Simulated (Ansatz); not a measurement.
BNH4OF2: several calculations on one system

## 1. Relaxation

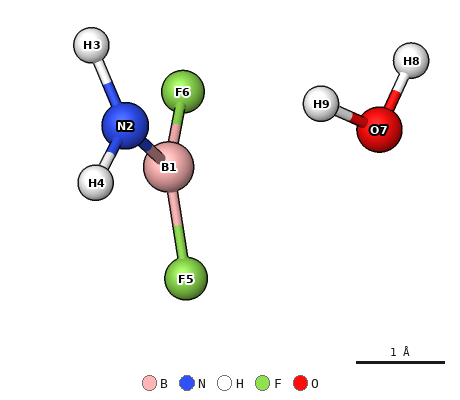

BNH4OF2, before the relaxation. A ball-and-stick model, seen from a free direction.

The run prepares an end point of a later path (reaction) calculation, from a guessed geometry.

The calculation used Ansatz 0.2.0, RHF/def2-SVP.

Input
```yaml
crystal:
  periodic: [false, false, false]
  atoms:
    - { symbol: B, position_ang: [0.065339, -0.258043, 0.278654] }
    - { symbol: "N", position_ang: [0.078003, -0.285931, 1.752738] }
    - { symbol: H, position_ang: [-0.716599, -0.636053, 2.248107] }
    - { symbol: H, position_ang: [0.940371, -0.361507, 2.251143] }
    - { symbol: F, position_ang: [1.17801, -0.125073, -0.397092] }
    - { symbol: F, position_ang: [-1.062883, -0.452558, -0.364491] }
    - { symbol: O, position_ang: [-0.361455, 2.312006, 0.4754] }
    - { symbol: H, position_ang: [-1.265983, 2.50969, 0.281916] }
    - { symbol: H, position_ang: [-0.364403, 1.89717, 1.351425] }
basis:
  gaussian: { orbitals: def2-SVP }
hamiltonian:
  xc: hf
relax:
  f_tol: 0.03
  max_steps: 50
output:
  orbitals: {}
```

Command:
```bash
ansatz run input.yaml --threads 1 --pin off --max-ram 2048MiB --backend cpu --events-out ev --progress --plain --runs-dir out
```

Q: What does the optimiser find from here?

A: Over 30 accepted moves (36 points after the start) the energy falls by 22.4 kJ/mol. The largest force component goes from 2.3 to 0.0033 eV/Å. The line search rejected the trial steps at points 13, 18, 20, 24, 30, 32 of the run. The forces were under the threshold at step 33, but the run went on from there. The largest move after the best rigid fit is that of H9, 1.59 Å. Largest moves by element: H 1.59 Å, N 0.51 Å, F 0.49 Å, O 0.47 Å, B 0.27 Å. Among the contacts that change: B1–N2 1.474 → 1.389 Å, O7–H9 0.969 → 0.946 Å, B1–F5 1.309 → 1.323 Å. Among the angles between lasting bonds that change: F5–B1–F6 119.5° → 116.9°, B1–N2–H3 119.7° → 122.1°. Cost: 2.4 min on 1 thread of Intel(R) Xeon(R) Platinum 8259CL CPU @ 2.50GHz (Skylake/Cascade Lake), on a shared host, peak memory 0.18 GiB.

Step by step:

```
step  E − E(0), kJ/mol  largest force component, eV/Å      note
   0              0.00                         2.3366          
   1             -9.94                         1.2627          
   2             -9.95                         1.3188          
   3            -12.75                         0.6791          
   4            -13.55                         0.4182          
   5            -14.06                         0.3117          
   6            -14.20                         0.8416          
   7            -15.20                         0.2467          
   8            -15.60                         0.3143          
   9            -15.97                         0.3170          
  10            -16.42                         0.1559          
  11            -16.52                         0.3353          
  13            -16.53                         0.4359  rejected
  14            -16.79                         0.0932          
  15            -16.84                         0.4439          
  17            -17.43                         0.3202          
  18            -15.46                         1.4252  rejected
  20            -17.60                         0.6964  rejected
  21            -18.10                         0.0772          
  22            -18.31                         0.1424          
  24            -18.54                         0.6240  rejected
  25            -19.00                         0.1537          
  26            -19.37                         0.1061          
  28            -19.92                         0.7382          
  29            -21.75                         0.1171          
  31            -21.88                         0.0445          
  32            -21.82                         0.4980  rejected
  33            -22.09                         0.0274          
  35            -22.26                         0.2512          
  36            -22.37                         0.0033
```

Final geometry:

```xyz
9

B    -0.0015   -0.2311    0.5378
N     0.2681   -0.7541    1.7957
H    -0.4523   -1.1043    2.3902
H     1.1661   -0.6735    2.2227
F     0.9573    0.2748   -0.2205
F    -1.2111   -0.3010    0.0059
O    -0.7006    2.4768    0.7624
H    -0.0472    2.6471    0.0999
H    -1.4885    2.2649    0.2837
```

After the run, drawn alike:

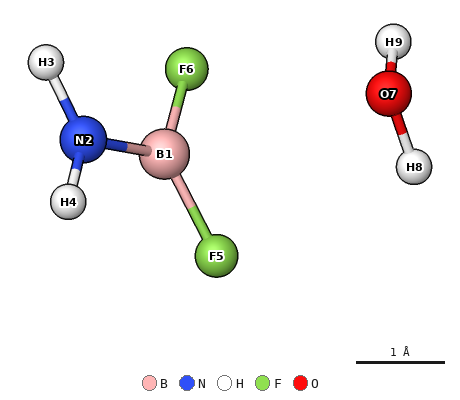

Limits of the set-up: the start holds two separate molecules, 2.3 Å apart at their closest, whose relative position is a soft coordinate and is computed without a dispersion correction; Hartree-Fock leaves out electron correlation.

## 2. Relaxation

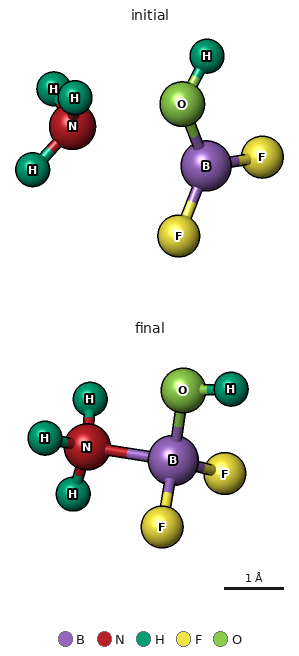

The structure of BNH₄OF₂ before (top) and after (bottom) a relaxation, at one scale.

Style: ball-and-stick. Shown at a tilt.

The run prepares an end point of a later path (reaction) calculation, from a guessed geometry.

All numbers below come from RHF/def2-SVP in Ansatz. Settings: no spin polarisation; force threshold 0.03 eV/Å; at most 50 steps.

What changed between the two?

Answer. The energy falls by 0.450 eV in 20 accepted moves (22 points after the start). Largest force component: 1.1 eV/Å at the start, 0.0051 eV/Å at the end. The line search rejected the trial steps at points 13, 19 of the run. The largest moves after the best rigid fit, 0.78 Å, are those of H and F atoms. Largest moves by element: H 0.78 Å, F 0.78 Å, B 0.71 Å, O 0.58 Å, N 0.43 Å. Among the contacts that change: B–N 2.745 → 1.667 Å, B–F 1.305 → 1.372 Å, B–O 1.370 → 1.398 Å, H–N 1.027 → 1.007 Å. New bonds form, among them: B–N (2.74 → 1.67 Å). Among the angles between lasting bonds that change: F–B–F 119.3° → 111.3°, F–B–O 120.9° → 116.3°, F–B–O 119.4° → 116.3°. Cost: 100 s on 1 thread of Intel(R) Xeon(R) Platinum 8259CL CPU @ 2.50GHz (Skylake/Cascade Lake), with other jobs on the host, peak memory 0.18 GiB.

Limits of the set-up: the start holds two separate molecules, 2.2 Å apart at their closest, whose relative position is a soft coordinate and is computed without a dispersion correction; Hartree-Fock leaves out electron correlation.

## 3. Path

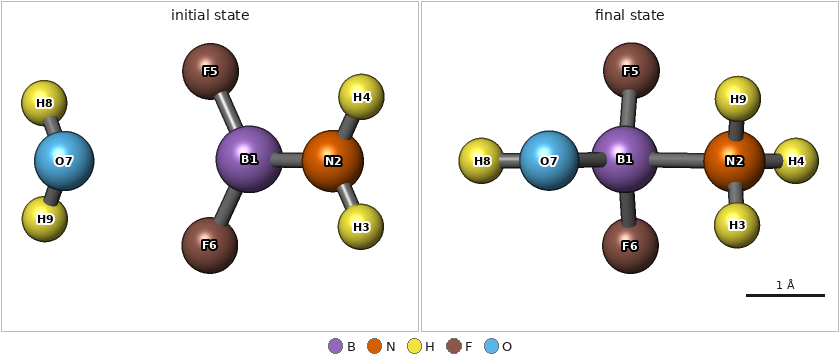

The two relaxed end points of a path for BNH4OF2, made up at the start of BNH2F2 and H₂O. The picture is a ball-and-stick view, seen face on.

The calculation used RHF/def2-SVP in Ansatz.

Set-up: 5 movable images; climbing image; force threshold 0.03 eV/Å; iteration limit 55.

Start:
```xyz
9

B    -0.1353   -0.2460    0.5316
N     0.2958   -0.7856    1.7365
H    -0.3415   -1.0586    2.4537
H     1.2576   -0.7923    2.0011
F     0.7225    0.1571   -0.3915
F    -1.4196   -0.1982    0.2168
O    -0.5186    2.5194    0.8099
H     0.0238    2.6197    0.0413
H    -1.3942    2.3842    0.4784
```

End:
```xyz
9

B    -0.2542    0.5591    0.2515
N     0.1352    0.0337    1.7844
H    -0.6909    0.0282    2.3611
H     0.5217   -0.8962    1.7534
F     0.9343    0.4964   -0.4316
F    -1.1430   -0.3812   -0.2061
O    -0.7705    1.8378    0.4814
H    -1.0532    2.2642   -0.3117
H     0.8110    0.6578    2.1954
```

What barrier does the band find between them, and by what path?

Answer. Forward barrier 1.14 eV, backward barrier 1.76 eV, with image 3 at the top; the reaction energy is −0.62 eV. Breaking: O7–H9 (0.95 → 1.17 at the top → 2.61 Å). Forming: B1–O7 (2.81 → 1.57 at the top → 1.40 Å), N2–H9 (3.81 → 1.34 at the top → 1.01 Å). The band is converged.

Energies of the converged images:

```json
{"image": "0", "path (Å)": "0.00", "E (eV)": "0.000"}
{"image": "1", "path (Å)": "1.24", "E (eV)": "0.045"}
{"image": "2", "path (Å)": "2.47", "E (eV)": "0.100"}
{"image": "3", "path (Å)": "3.71", "E (eV)": "1.136"}
{"image": "4", "path (Å)": "4.60", "E (eV)": "-0.489"}
{"image": "5", "path (Å)": "5.49", "E (eV)": "-0.598"}
{"image": "6", "path (Å)": "6.38", "E (eV)": "-0.622"}
```

The geometry at the top of the path:

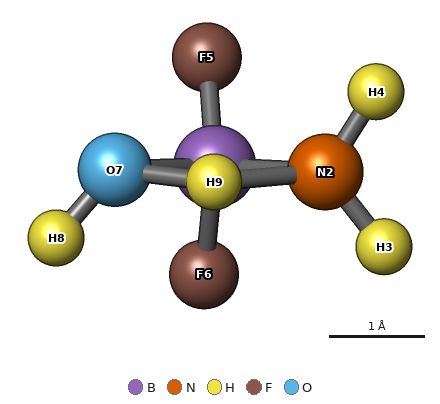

Limits of the set-up: the start holds two separate molecules, 2.6 Å apart at their closest, whose relative position is a soft coordinate and is computed without a dispersion correction; Hartree-Fock leaves out electron correlation.

The run took 6.5 min on 1 thread of Intel(R) Xeon(R) Platinum 8259CL CPU @ 2.50GHz (Skylake/Cascade Lake) (shared host), peak memory 0.18 GiB.
